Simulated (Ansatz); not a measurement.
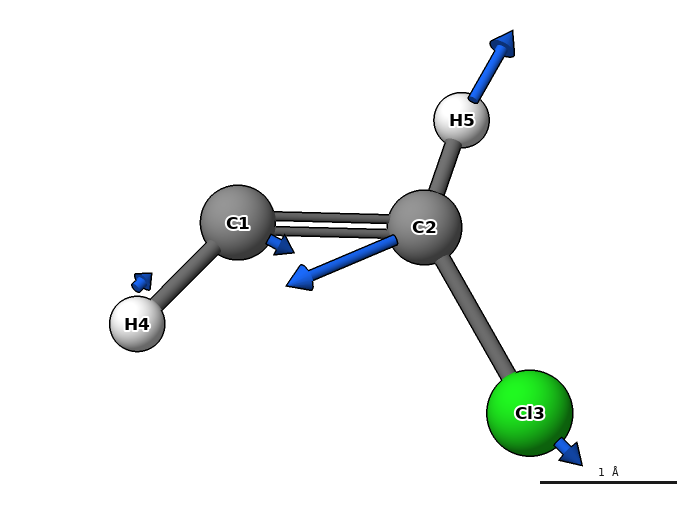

Arrows show the forces on the atoms, 0.08 Å of arrow for 1 eV/Å; forces under a tenth of the largest aren't drawn. The species is neutral and a spin doublet. Level of theory: r2SCANh-D4/def2-TZVPP (Ansatz 0.2.0).

Question: On which atom is the force largest, and how large is it?

Answer: On C2: 11.92 eV/Å.

Question: Which bond do the forces act along most?

Answer: C2–H5, now 0.932 Å: the forces push its atoms apart, so a first step downhill lengthens it.

List the force components in the frame of the picture (x right, y up, z towards the viewer), in eV/Å.

| atom | Fx | Fy | Fz |
| --- | --- | --- | --- |
| C1 | 2.51 | −1.35 | −0.11 |
| C2 | −10.16 | −4.31 | 4.49 |
| Cl3 | 2.36 | −2.36 | 0.31 |
| H4 | 1.57 | 1.48 | −0.98 |
| H5 | 3.72 | 6.54 | −3.71 |
